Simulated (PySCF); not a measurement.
# SiP3H7: NMR shifts at several levels of theory, part 2 of 2

PySCF 2.14.0. Atoms count from 0. The steps go on from the part before.

### Step 9. NMR shieldings: KT3/pcSseg-2

Job settings and geometry (Å):

```
{"job": {"kind": "nmr", "xc": "KT3", "basis": "pcSseg-2", "pop": false}, "charge": 0, "multiplicity": 1}
P     -1.660890    -1.216837     0.457759
Si    -0.047258    -0.129380    -0.704999
P      2.022352    -0.808887    -0.076384
P     -0.252475     2.118665    -0.501418
H     -1.073360    -0.896575     1.721559
H     -1.019014    -2.492011     0.378328
H     -0.219041    -0.475551    -2.149189
H      2.698987     0.260596    -0.743113
H      1.955103    -0.111370     1.170244
H     -1.676734     2.123202    -0.632980
H     -0.291730     2.061027     0.926918
```

With the program's defaults for keys left out, this is: GIAO KT3/pcSseg-2 NMR shielding, non-relativistic, gas phase.

Standard output:

```text
coarse grid: 10840 points
cycle   1  E = -1327.8285440801  dE = -6.976e-02  |g| = 2.632e-01  |ddm| = 2.384e+00
cycle   2  E = -1327.8287817828  dE = -2.377e-04  |g| = 2.720e-01  |ddm| = 6.762e-01
cycle   3  E = -1327.8491891987  dE = -2.041e-02  |g| = 3.171e-02  |ddm| = 3.421e-01
cycle   4  E = -1327.8493905325  dE = -2.013e-04  |g| = 1.609e-02  |ddm| = 5.053e-02
cycle   5  E = -1327.8494663634  dE = -7.583e-05  |g| = 5.900e-03  |ddm| = 2.587e-02
cycle   6  E = -1327.8494780712  dE = -1.171e-05  |g| = 7.584e-04  |ddm| = 7.136e-03
cycle   7  E = -1327.8494782186  dE = -1.474e-07  |g| = 2.314e-04  |ddm| = 1.066e-03
final grid: 85312 points
cycle   8  E = -1327.9035726225  dE = -2.030e-04  |g| = 1.727e-02  |ddm| = 2.924e-02
cycle   9  E = -1327.9035763799  dE = -3.757e-06  |g| = 8.253e-03  |ddm| = 9.410e-03
cycle  10  E = -1327.9035789468  dE = -2.567e-06  |g| = 4.461e-03  |ddm| = 1.042e-02
cycle  11  E = -1327.9035852775  dE = -6.331e-06  |g| = 4.392e-04  |ddm| = 5.604e-03
cycle  12  E = -1327.9035853341  dE = -5.661e-08  |g| = 9.291e-05  |ddm| = 6.176e-04
cycle  13  E = -1327.9035853361  dE = -2.046e-09  |g| = 3.324e-05  |ddm| = 1.496e-04
cycle  14  E = -1327.9035853365  dE = -3.697e-10  |g| = 8.341e-06  |ddm| = 5.120e-05
converged SCF energy = -1327.9035853365

GIAO shielding tensors (ppm)
atom      isotropic    diamagn.    paramagn.     s11        s22        s33       span
  0 P      554.561     969.146    -414.584    500.000    561.030    602.655    102.655
  1 Si     383.614     883.935    -500.321    342.989    403.562    404.290     61.301
  2 P      554.069     969.075    -415.005    500.585    560.542    601.081    100.496
  3 P      554.193     969.090    -414.898    498.995    561.202    602.380    103.385
  4 H       29.748      31.671      -1.923     25.910     28.354     34.982      9.072
  5 H       29.005      30.249      -1.244     24.034     26.828     36.154     12.120
  6 H       26.790      30.107      -3.317     24.399     24.469     31.501      7.102
  7 H       28.994      30.131      -1.137     24.038     26.821     36.122     12.083
  8 H       29.751      31.623      -1.871     25.929     28.367     34.958      9.030
  9 H       28.985      30.219      -1.234     24.014     26.782     36.160     12.147
 10 H       29.750      31.659      -1.909     25.922     28.364     34.963      9.041
```

It took 37 s on 1 thread of Arm Neoverse V2, shared host; peak memory 0.87 GiB.

In short: δ P0 -232.7, Si1 -25.4, H6 4.56, H4 1.98 ppm (means over like atoms).

### Step 10. Nuclear shieldings: B97-D/pcSseg-2

Same as in step 9 but for these lines:

```diff
@@ -1,2 +1,2 @@
-{"job": {"kind": "nmr", "xc": "KT3", "basis": "pcSseg-2", "pop": false}, "charge": 0, "multiplicity": 1}
+{"job": {"kind": "nmr", "xc": "B97-D", "basis": "pcSseg-2", "pop": false}, "charge": 0, "multiplicity": 1}
 P     -1.660890    -1.216837     0.457759
```

Level: GIAO B97-D/pcSseg-2 NMR shielding, non-relativistic, gas phase.

Standard output:

```text
coarse grid: 10840 points
cycle   1  E = -1317.8056373335  dE = -7.981e-02  |g| = 2.306e-01  |ddm| = 2.390e+00
cycle   2  E = -1317.8048717589  dE =  7.656e-04  |g| = 2.548e-01  |ddm| = 6.304e-01
cycle   3  E = -1317.8236571127  dE = -1.879e-02  |g| = 5.161e-02  |ddm| = 3.313e-01
cycle   4  E = -1317.8240696107  dE = -4.125e-04  |g| = 3.015e-02  |ddm| = 9.048e-02
cycle   5  E = -1317.8243694143  dE = -2.998e-04  |g| = 5.014e-03  |ddm| = 4.161e-02
cycle   6  E = -1317.8243765939  dE = -7.180e-06  |g| = 1.321e-03  |ddm| = 6.426e-03
final grid: 85312 points
cycle   7  E = -1317.8363200452  dE = -9.310e-05  |g| = 9.315e-03  |ddm| = 3.282e-02
cycle   8  E = -1317.8363189376  dE =  1.108e-06  |g| = 5.134e-03  |ddm| = 8.346e-03
cycle   9  E = -1317.8363208029  dE = -1.865e-06  |g| = 3.676e-03  |ddm| = 9.206e-03
cycle  10  E = -1317.8363251777  dE = -4.375e-06  |g| = 2.275e-04  |ddm| = 4.373e-03
cycle  11  E = -1317.8363251889  dE = -1.116e-08  |g| = 1.003e-04  |ddm| = 3.848e-04
cycle  12  E = -1317.8363251921  dE = -3.188e-09  |g| = 3.343e-05  |ddm| = 1.739e-04
cycle  13  E = -1317.8363251925  dE = -3.947e-10  |g| = 3.983e-06  |ddm| = 4.659e-05
converged SCF energy = -1317.8363251925

GIAO shielding tensors (ppm)
atom      isotropic    diamagn.    paramagn.     s11        s22        s33       span
  0 P      527.479     968.123    -440.644    470.766    534.729    576.941    106.176
  1 Si     356.409     882.582    -526.172    313.176    377.658    378.394     65.219
  2 P      526.916     968.056    -441.140    471.322    534.195    575.231    103.909
  3 P      527.091     968.067    -440.975    469.689    534.898    576.687    106.998
  4 H       29.728      31.537      -1.809     26.021     28.406     34.757      8.736
  5 H       28.978      30.121      -1.143     24.125     26.863     35.946     11.821
  6 H       26.771      30.023      -3.253     24.458     24.528     31.327      6.868
  7 H       28.967      30.009      -1.042     24.130     26.857     35.913     11.783
  8 H       29.731      31.492      -1.762     26.041     28.418     34.733      8.692
  9 H       28.958      30.092      -1.134     24.104     26.817     35.953     11.850
 10 H       29.729      31.527      -1.798     26.033     28.416     34.738      8.706
```

It took 36 s on 1 thread of Arm Neoverse V2, shared host; peak memory 0.87 GiB.

This run: δ P0 -232.6, Si1 -19.9, H6 4.63, H4 2.05 ppm (means over like atoms).

### Step 11. Shielding tensors: B3LYP/pcSseg-2

Same as in step 10 but for these lines:

```diff
@@ -1,2 +1,2 @@
-{"job": {"kind": "nmr", "xc": "B97-D", "basis": "pcSseg-2", "pop": false}, "charge": 0, "multiplicity": 1}
+{"job": {"kind": "nmr", "xc": "B3LYP", "basis": "pcSseg-2", "pop": false}, "charge": 0, "multiplicity": 1}
 P     -1.660890    -1.216837     0.457759
```

With the program's defaults for keys left out, this is: GIAO B3LYP/pcSseg-2 NMR shielding, non-relativistic, gas phase.

Standard output:

```text
coarse grid: 10840 points
cycle   1  E = -1317.9030805334  dE = -1.031e-01  |g| = 2.264e-01  |ddm| = 2.353e+00
cycle   2  E = -1317.9061217211  dE = -3.041e-03  |g| = 1.808e-01  |ddm| = 4.448e-01
cycle   3  E = -1317.9145962186  dE = -8.474e-03  |g| = 5.721e-02  |ddm| = 2.536e-01
cycle   4  E = -1317.9152964669  dE = -7.002e-04  |g| = 1.532e-02  |ddm| = 6.734e-02
cycle   5  E = -1317.9153709487  dE = -7.448e-05  |g| = 4.248e-03  |ddm| = 2.285e-02
cycle   6  E = -1317.9153756221  dE = -4.673e-06  |g| = 4.903e-04  |ddm| = 4.442e-03
final grid: 85312 points
cycle   7  E = -1317.9266182556  dE = -1.868e-05  |g| = 2.116e-03  |ddm| = 1.881e-02
cycle   8  E = -1317.9266183213  dE = -6.570e-08  |g| = 1.402e-03  |ddm| = 2.789e-03
cycle   9  E = -1317.9266186803  dE = -3.590e-07  |g| = 3.625e-04  |ddm| = 1.740e-03
cycle  10  E = -1317.9266187241  dE = -4.380e-08  |g| = 8.812e-05  |ddm| = 5.195e-04
cycle  11  E = -1317.9266187261  dE = -2.011e-09  |g| = 2.950e-05  |ddm| = 1.237e-04
cycle  12  E = -1317.9266187264  dE = -2.256e-10  |g| = 4.528e-06  |ddm| = 3.285e-05
converged SCF energy = -1317.9266187264

GIAO shielding tensors (ppm)
atom      isotropic    diamagn.    paramagn.     s11        s22        s33       span
  0 P      524.178     967.124    -442.945    466.455    531.355    574.725    108.270
  1 Si     344.712     881.158    -536.446    301.540    365.918    366.677     65.137
  2 P      523.606     967.063    -443.456    467.000    530.855    572.964    105.964
  3 P      523.783     967.083    -443.300    465.373    531.517    574.459    109.087
  4 H       29.800      31.509      -1.709     26.010     28.401     34.989      8.979
  5 H       29.084      30.158      -1.073     24.188     26.924     36.140     11.952
  6 H       26.843      29.827      -2.984     24.451     24.520     31.557      7.106
  7 H       29.073      30.052      -0.979     24.194     26.916     36.109     11.914
  8 H       29.803      31.467      -1.664     26.031     28.413     34.965      8.935
  9 H       29.064      30.132      -1.067     24.168     26.878     36.147     11.978
 10 H       29.802      31.502      -1.700     26.023     28.410     34.972      8.949
```

Run time: 34 s. Hardware: 1 thread of Arm Neoverse V2, shared host; peak memory 1.1 GiB.

Key values: δ P0 -240.5, Si1 -20.1, H6 4.55, H4 1.95 ppm (means over like atoms).

### Step 12. Side by side: NMR shifts

Shifts (ppm), means over like atoms, with basis size and wall time:

```csv
run,H6,H4,P0,Si1,functions,time
HF/pcSseg-2,4.15,1.81,-233.6,-24.3,270,21 s
LDA/pcSseg-2,5.06,2.24,-263.7,-27.3,270,29 s
PBE/pcSseg-2,4.81,2.10,-250.3,-27.2,270,35 s
BLYP/pcSseg-2,4.66,2.02,-235.6,-19.4,270,34 s
BP86/pcSseg-2,4.78,2.09,-246.8,-25.2,270,34 s
OPBE/pcSseg-2,4.81,2.10,-252.9,-30.8,270,36 s
KT2/pcSseg-2,4.72,2.07,-241.0,-28.9,270,37 s
KT3/pcSseg-2,4.56,1.98,-232.7,-25.4,270,37 s
B97-D/pcSseg-2,4.63,2.05,-232.6,-19.9,270,36 s
B3LYP/pcSseg-2,4.55,1.95,-240.5,-20.1,270,34 s
```

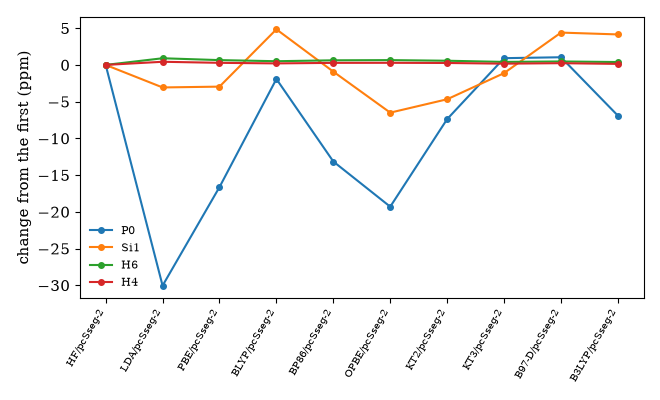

How the tabulated atoms move from run to run.

### Step 13. Results

This closing draws on all 2 parts.

| quantity | value |
| --- | --- |
| 1H shifts against TMS (HF/pcSseg-2, means over atoms taken as alike) | 4.15, 1.81 ppm |
| 31P shifts against H3PO4 (HF/pcSseg-2, means over atoms taken as alike) | -233.6 ppm |
| 29Si shifts against TMS (HF/pcSseg-2) | -24.3 ppm |
| range of the shift of P0 | -263.7 to -232.6 ppm |

In words: Single values in the summary come from the first run of each kind that ended normally (HF/pcSseg-2), which need not be the best level. At HF/pcSseg-2: Shielding is most anisotropic at P0, P2, P3 (span 107 ppm, paramagnetic term -388 ppm). Across the 10 runs the shift of P0 (with its like atoms) moves most, between -263.7 (LDA/pcSseg-2) and -232.6 ppm (B97-D/pcSseg-2). Most of that comes from the computed reference, not from the atom's own shielding.
